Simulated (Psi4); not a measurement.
**AlGeNH4O (SMILES [NH2][GeH]1[O][AlH]1) at CCSD/6-31G(d) (spherical functions)**

What is the energy change on altering one bond length of AlGeNH4O at CCSD/6-31G* (spherical functions)? 

The results are computed with Psi4 1.11.

1 further run of the same task is left out (set aside as unsound or not needed). Runs told in other sessions of the task aren't counted.

## (1) The molecule

AlGeNH4O: 8 atoms, total charge 0, spin state singlet. SMILES: `[NH2][GeH]1[O][AlH]1`. Geometry: relaxed at PBE0-D4/def2-TZVP. This is one conformer, not always the lowest.

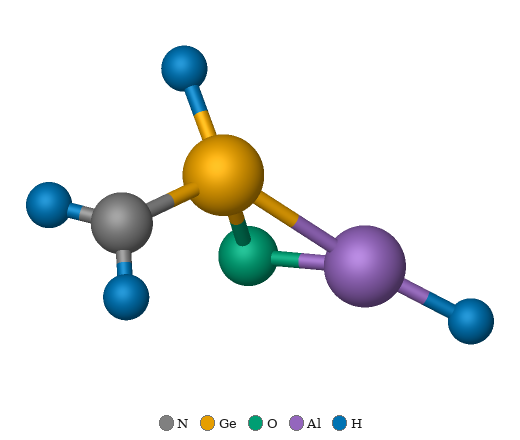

Viewed from a chosen angle; nitrogen grey, germanium amber, oxygen teal, aluminium purple, hydrogen blue.

## (2) The energy at CCSD/6-31G(d) (spherical functions)

job.inp reads:

```
memory 2200 mb

molecule system {
  N     -1.000700     1.330400     0.514400
  Ge     0.239100     0.000100     0.626900
  O      1.177500    -0.346000    -0.983500
  Al     0.431500    -1.856900    -0.769100
  H     -0.662600     2.276400     0.611900
  H     -1.682100     1.271200    -0.226100
  H      1.237900     0.511900     1.685400
  H      0.351700    -3.244100    -1.515600
  symmetry c1
}

set basis 6-31G*
set puream true
set e_convergence 1e-09
set d_convergence 1e-08
set scf_type pk
set num_frozen_docc 16

E, wfn = energy("ccsd", return_wfn=True)
print_variables()
```

On the command line:

```console
psi4 job.inp job.out -n 1
```

job.out:

```text
[...]
  Running in c1 symmetry.
[...]
  Nuclear repulsion =  340.293350251446270
[...]
  Multiplicity = 1
[...]
  Nalpha       = 32
  Nbeta        = 32
[...]
    Number of basis functions: 86
[...]
   @RHF iter   1: -2447.41134162328490   -3.52632e+00   2.75847e-02 DIIS/ADIIS
[...]
   @RHF iter  13: -2448.62732397751961   -2.22826e-11   9.73424e-09 DIIS
[...]
    Orbital Energies [Eh]
    ---------------------
    Doubly Occupied:
       1A   -405.249482     2A    -58.482393     3A    -52.183567
       4A    -46.274586     5A    -46.273501     6A    -46.273094
       7A    -20.512349     8A    -15.537547     9A     -7.211949
      10A     -5.187501    11A     -5.185852    12A     -5.185011
      13A     -4.909114    14A     -3.223807    15A     -3.221695
      16A     -3.221373    17A     -1.643907    18A     -1.641743
      19A     -1.637430    20A     -1.635982    21A     -1.634139
      22A     -1.232496    23A     -1.117713    24A     -0.689097
      25A     -0.647906    26A     -0.566586    27A     -0.531274
      28A     -0.499134    29A     -0.480730    30A     -0.437209
      31A     -0.401396    32A     -0.317952
[...]
  @RHF Final Energy: -2448.62732397751961
   => Energetics <=
    Nuclear Repulsion Energy =            340.2933502514462702
    One-Electron Energy =               -4091.3463234741102497
    Two-Electron Energy =                1302.4256492451443137
    Total Energy =                      -2448.6273239775200636
[...]
 Multipole Moments:
 ------------------------------------------------------------------------------------
     Multipole            Electronic (a.u.)      Nuclear  (a.u.)        Total (a.u.)
 ------------------------------------------------------------------------------------
 L = 1.  Multiply by 2.5417464519 to convert [e a0] to [Debye]
 Dipole X            :          1.2118736           -1.7206821           -0.5088085
 Dipole Y            :         -1.2301388            0.7239704           -0.5061684
 Dipole Z            :          3.8213200           -3.7933523            0.0279677
 Magnitude           :                                                    0.7182442
[...]
      * MP2 total energy                      = -2449.279345867716984
[...]
      * CCSD total energy                     = -2449.290173271006097
[...]
```

It took 15 s on 1 thread of Intel Xeon 6975P-C (Granite Rapids), shared host; peak memory 0.49 GiB.

## (3) The distorted shape, same level

run_ase.py reads:

```python
import numpy as np
from ase.calculators.psi4 import Psi4
from ase import Atoms

a = Atoms(['N', 'Ge', 'O', 'Al', 'H', 'H', 'H', 'H'], positions=[
    [-1.169755, 0.857386, 0.465649],
    [0.070045, -0.472914, 0.578149],
    [1.008445, -0.819014, -1.032251],
    [0.262445, -2.329914, -0.817851],
    [-0.662600, 2.276400, 0.611900],
    [-1.851155, 0.798186, -0.274851],
    [1.068845, 0.038886, 1.636649],
    [0.182645, -3.717114, -1.564351],
])
calc = Psi4(atoms=a, method='ccsd', basis='6-31G*', memory='2200MB', num_threads=1, charge=0, multiplicity=1, label='algeh4no')
calc.psi4.set_options({'puream': True, 'e_convergence': 1e-09, 'd_convergence': 1e-08, 'scf_type': 'pk', 'num_frozen_docc': 16})
a.calc = calc

print(f'energy: {a.get_potential_energy():.6f} eV')
```

On the command line:

```console
python run_ase.py
```

algeh4no.dat:

```text
[...]
  Running in c1 symmetry.
[...]
  Nuclear repulsion =  337.797256993077610
[...]
  Multiplicity = 1
[...]
  Nalpha       = 32
  Nbeta        = 32
[...]
    Number of basis functions: 86
[...]
   @RHF iter   1: -2447.25410901562782   -3.67234e+00   2.77537e-02 ADIIS/DIIS
[...]
   @RHF iter  14: -2448.52992334307783   -1.63709e-11   6.97964e-09 DIIS
[...]
    Orbital Energies [Eh]
    ---------------------
    Doubly Occupied:
       1A   -405.250907     2A    -58.485279     3A    -52.184962
       4A    -46.275959     5A    -46.274835     6A    -46.274532
       7A    -20.514429     8A    -15.577237     9A     -7.213351
      10A     -5.188874    11A     -5.187288    12A     -5.186287
      13A     -4.911963    14A     -3.226636    15A     -3.224515
      16A     -3.224243    17A     -1.645344    18A     -1.643295
      19A     -1.638609    20A     -1.637259    21A     -1.635557
      22A     -1.234147    23A     -1.074188    24A     -0.687481
      25A     -0.581693    26A     -0.553753    27A     -0.502700
      28A     -0.493866    29A     -0.477072    30A     -0.436863
      31A     -0.400179    32A     -0.316672
[...]
  @RHF Final Energy: -2448.52992334307783
   => Energetics <=
    Nuclear Repulsion Energy =            337.7972569930776103
    One-Electron Energy =               -4086.3344130043883524
    Two-Electron Energy =                1300.0072326682332005
    Total Energy =                      -2448.5299233430778258
[...]
 Multipole Moments:
 ------------------------------------------------------------------------------------
     Multipole            Electronic (a.u.)      Nuclear  (a.u.)        Total (a.u.)
 ------------------------------------------------------------------------------------
 L = 1.  Multiply by 2.5417464519 to convert [e a0] to [Debye]
 Dipole X            :          1.0919681           -1.5539278           -0.4619597
 Dipole Y            :         -1.7829399            1.1905470           -0.5923929
 Dipole Z            :          3.7558735           -3.7452648            0.0106087
 Magnitude           :                                                    0.7512980
[...]
      * MP2 total energy                      = -2449.196168259283240
[...]
      * CCSD total energy                     = -2449.210123171724263
```

The script printed:

```text
energy: -66646.402116 eV
```

Wall time 16 s (1 thread of Intel Xeon 6975P-C (Granite Rapids), shared host); peak memory 0.49 GiB.

## (4) Outcome

At CCSD/6-31G* (spherical functions), 16 core orbitals frozen:

| quantity | value |
| --- | --- |
| first shape: total energy | -2449.29017 Eh |
| first shape: HOMO energy (Hartree–Fock orbitals) | -8.65 eV |
| first shape: LUMO energy (Hartree–Fock orbitals) | 1.40 eV |
| first shape: HOMO–LUMO gap (Hartree–Fock orbitals) | 10.06 eV |
| first shape: correlation energy (16 core orbitals frozen) | -662.8 mEh |
| first shape: T1 diagnostic | 0.017 |
| distorted shape: total energy | -2449.21012 Eh |
| distorted shape: HOMO energy (Hartree–Fock orbitals) | -8.62 eV |
| distorted shape: LUMO energy (Hartree–Fock orbitals) | 1.30 eV |
| distorted shape: HOMO–LUMO gap (Hartree–Fock orbitals) | 9.92 eV |
| distorted shape: correlation energy (16 core orbitals frozen) | -680.2 mEh |
| distorted shape: T1 diagnostic | 0.018 |
| energy change with the N1–H5 bond stretched from 1.009 to 1.514 Å | 2.178 eV |

In words: With the N1–H5 bond stretched from 1.009 to 1.514 Å the energy rises by 2.18 eV (50 kcal/mol). The first shape isn't relaxed at this level, so the change isn't measured from a minimum.
